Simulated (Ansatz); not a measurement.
## A computed series for CoO: pressure series

The parent structure is CoO in the rock salt structure (space group Fm-3m, No. 225; a = 4.248 Å; ferromagnetic).

Cell and atoms are relaxed at each pressure.

Method: Kohn–Sham DFT with the PBE functional, run in Ansatz (a first-principles code) with PAW and 420 eV plane waves, scalar-relativistic without spin-orbit coupling.

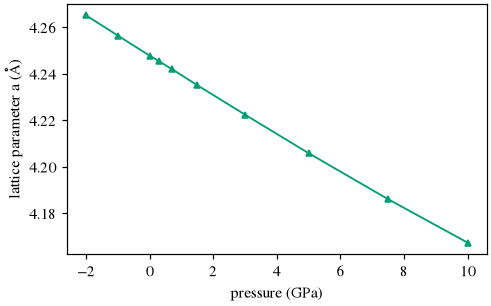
Lattice parameter a against pressure

```csv
pressure (GPa),lattice parameter a
-2,4.265 Å
-1,4.256 Å
0.3,4.245 Å
0.7,4.242 Å
1.5,4.235 Å
3,4.222 Å
5,4.206 Å
7.5,4.186 Å
10,4.167 Å
```

Load acts through the strain it causes; cell and atoms are relaxed under it. Whether these cells are dynamically stable was not tested. Competing high-pressure phases were not computed. No Hubbard U is applied and the magnetic state is the run's own (CoO ferromagnetic); small cells can't hold the antiferromagnetic order that many such compounds have, so gaps and moments can be off. In its common phase, real CoO is an antiferromagnetic insulator at low temperature.
